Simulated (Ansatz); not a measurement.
## W, pressure series

Take W in the bcc (W type) structure (space group Im-3m, No. 229) as the base.

```xyz
1
Lattice="-1.5846 1.5846 1.5846 1.5846 -1.5846 1.5846 1.5846 1.5846 -1.5846" Properties=species:S:1:pos:R:3 pbc="T T T"
W      0.0000     0.0000     0.0000
```

Cell and atoms are relaxed at each pressure.

Computed with Kohn–Sham DFT with the r2SCAN functional, run in Ansatz (a quantum-chemistry and plane-wave program) with PAW and 500 eV plane waves, no spin-orbit coupling.

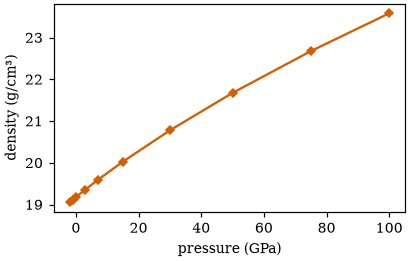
Figure: Density against pressure

| pressure (GPa) | density |
|---|---|
| -2 | 19.06 g/cm³ |
| -1 | 19.12 g/cm³ |
| 3 | 19.36 g/cm³ |
| 7 | 19.59 g/cm³ |
| 15 | 20.03 g/cm³ |
| 30 | 20.78 g/cm³ |
| 50 | 21.67 g/cm³ |
| 75 | 22.68 g/cm³ |
| 100 | 23.58 g/cm³ |

Load acts through the strain it causes; cell and atoms are relaxed under it. Stability against distortions was not tested. Competing high-pressure phases were not computed. All final runs are without spin polarisation.
